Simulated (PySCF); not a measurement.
# GeF2 (SMILES [F][Ge][F]) at CCSD(T)/STO-6G

Aim: the vertical ionisation energy of GeF2 at CCSD(T)/STO-6G, from 2 runs. 

The results are computed with PySCF 2.14.0.

6 further runs of the same task are left out: 6 set aside as unsound or not needed.

### 1 The structure to begin with

The species is GeF2 (3 atoms), meant as a singlet with charge 0. As SMILES, `[F][Ge][F]`. Geometry: relaxed at PBE0-D4/def2-TZVP.

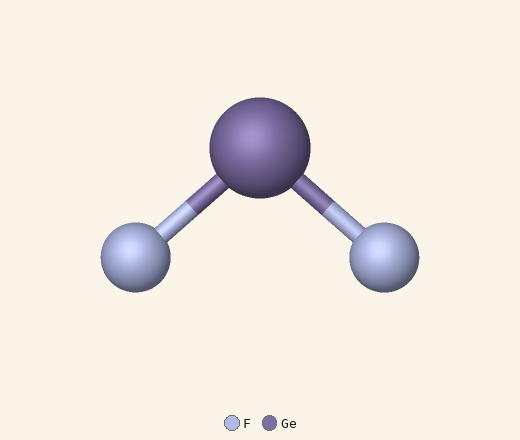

The structure, seen from a chosen angle (fluorine light blue, germanium purple).

### 2 A single-point energy at CCSD(T)/STO-6G

input.py reads:

```python
# [F][Ge][F]
from pyscf import gto, cc

molecule = gto.M(
    atom='''
F     -1.277266    -2.082100    -0.940139
Ge     1.204700    -0.557847     0.605090
F      0.052156     2.517304     0.310104
''',
    basis='sto-6g',
    unit='bohr',
    verbose=3,
    charge=0,
    max_memory=1860,
)

myscf = molecule.RHF()
myscf.conv_tol = 1e-10
myscf.kernel()
if not myscf.converged:
    myscf = myscf.newton().run(myscf.mo_coeff, myscf.mo_occ)

mycc = cc.CCSD(myscf, frozen=11)
mycc.kernel()
e_t = mycc.ccsd_t()
etot = mycc.e_tot + e_t
print('Final energy', etot)
```

Launch:

```sh
OMP_NUM_THREADS=1 python input.py
```

Log:

```text
converged SCF energy = -2262.18764311485
E(CCSD) = -2262.274428306344  E_corr = -0.08678519149746754
CCSD(T) correction = -0.0109311788733449
Final energy -2262.285359485217
```

It took 1.5 s on 1 thread of Arm Neoverse V1, shared host; peak memory 0.12 GiB.

### 3 The doublet cation, same level

input.py reads:

```python
from pyscf import gto, cc

mol = gto.M(
    atom='''
F     -0.675900    -1.101800    -0.497500
Ge     0.637500    -0.295200     0.320200
F      0.027600     1.332100     0.164100
''',
    charge=1,
    spin=1,
    verbose=4,
    basis='sto-6g',
    max_memory=1860,
)

myscf = mol.UHF()
myscf.conv_tol = 1e-10
myscf.kernel()
if not myscf.converged:
    myscf = myscf.newton().run(myscf.mo_coeff, myscf.mo_occ)

mycc = cc.CCSD(myscf, frozen=11)
mycc.kernel()
e_t = mycc.ccsd_t()
etot = mycc.e_tot + e_t
print('E(%s) = %.9f' % ('CCSD(T)', etot))
```

Launch:

```sh
OMP_NUM_THREADS=1 python input.py
```

Log:

```text
PySCF version 2.14.0

[INPUT] num. atoms = 3
[INPUT] num. electrons = 49
[INPUT] charge = 1
[INPUT] spin (= nelec alpha-beta = 2S) = 1
[INPUT] symmetry False subgroup None
[INPUT] Mole.unit = angstrom
[INPUT] Symbol           X                Y                Z      unit          X                Y                Z       unit  Magmom
[INPUT]  1 F     -0.675900000000  -1.101800000000  -0.497500000000 AA   -1.277265887594  -2.082100244046  -0.940138746971 Bohr   0.0
[INPUT]  2 Ge     0.637500000000  -0.295200000000   0.320200000000 AA    1.204700404410  -0.557847151972   0.605090305086 Bohr   0.0
[INPUT]  3 F      0.027600000000   1.332100000000   0.164100000000 AA    0.052156441038   2.517304170533   0.310104057041 Bohr   0.0

nuclear repulsion = 191.062717693672
number of shells = 14
number of NR pGTOs = 168
number of NR cGTOs = 28
basis = sto-6g
ecp = {}

[... 73 lines left out ...]
converged SCF energy = -2261.93882599189  <S^2> = 0.8129797  2S+1 = 2.0620181
[... 12 lines left out ...]
Init t2, MP2 energy = -0.0792167506195738
[... 19 lines left out ...]
UCCSD converged
[... 2 lines left out ...]
E(CCSD(T)) = -2262.056134058
```

Wall time 1.8 s (1 thread of Arm Neoverse V1, shared host); peak memory 0.12 GiB.

### 4 Results

At CCSD(T)/STO-6G, 11 core orbitals frozen:

| quantity | value |
| --- | --- |
| singlet GeF2: total energy | -2262.28536 Eh |
| singlet GeF2: dipole moment (Hartree–Fock density) | 1.00 D |
| singlet GeF2: HOMO energy (Hartree–Fock orbitals) | -7.13 eV |
| singlet GeF2: LUMO energy (Hartree–Fock orbitals) | 4.98 eV |
| singlet GeF2: HOMO–LUMO gap (Hartree–Fock orbitals) | 12.11 eV |
| singlet GeF2: correlation energy (11 core orbitals frozen) | -97.7 mEh |
| singlet GeF2: (T) correction | -10.93 mEh |
| singlet GeF2: T1 diagnostic | 0.021 |
| doublet cation: total energy | -2262.05613 Eh |
| doublet cation: HOMO energy (Hartree–Fock orbitals) (highest over α and β) | -18.02 eV |
| doublet cation: LUMO energy (Hartree–Fock orbitals) (lowest over α and β) | -6.32 eV |
| doublet cation: correlation energy (11 core orbitals frozen) | -117.3 mEh |
| doublet cation: (T) correction | -13.43 mEh |
| doublet cation: ⟨S²⟩ of the reference determinant | 0.813 |
| doublet cation: T1 diagnostic | 0.031 |
| vertical ionisation energy (to the doublet cation) | 6.238 eV |

In words: The vertical ionisation energy comes to 6.24 eV (144 kcal/mol). In a minimal basis such a difference can be off by several eV, whatever the method. The T1 diagnostic (singlet GeF2) of 0.021 is above the customary mark for such species, so a single reference may not serve. The triples (singlet GeF2) make up 11.2 % of the correlation energy. The triples (doublet cation) make up 11.4 % of the correlation energy.
